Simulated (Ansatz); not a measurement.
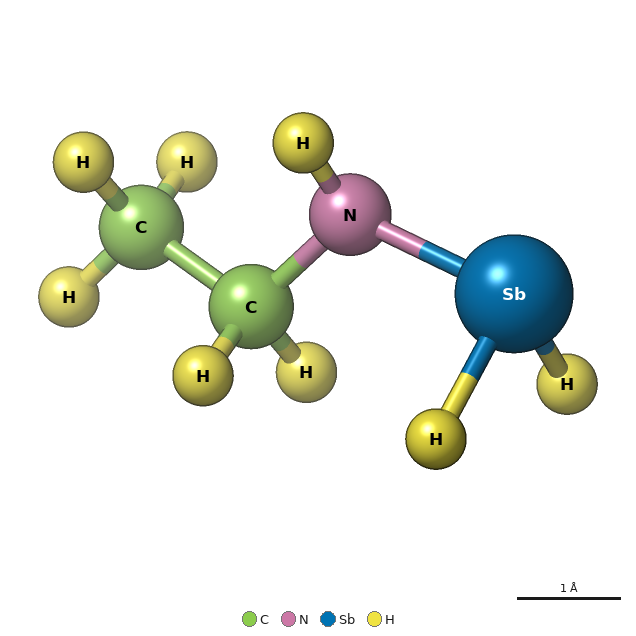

Atoms fade into the background with distance from the viewer. The geometry was computed by an optimisation with PBE0-D4/def2-TZVP. No frequency run is at hand to confirm it as a minimum. Masses are those of the most abundant isotopes; constants are for the rigid equilibrium geometry.

What kind of rotor is it, and what are its rotational constants in MHz?

An asymmetric top (C1): A = 22509, B = 1367, C = 1334 MHz. Ray's parameter κ is −1.00, close to the prolate limit.
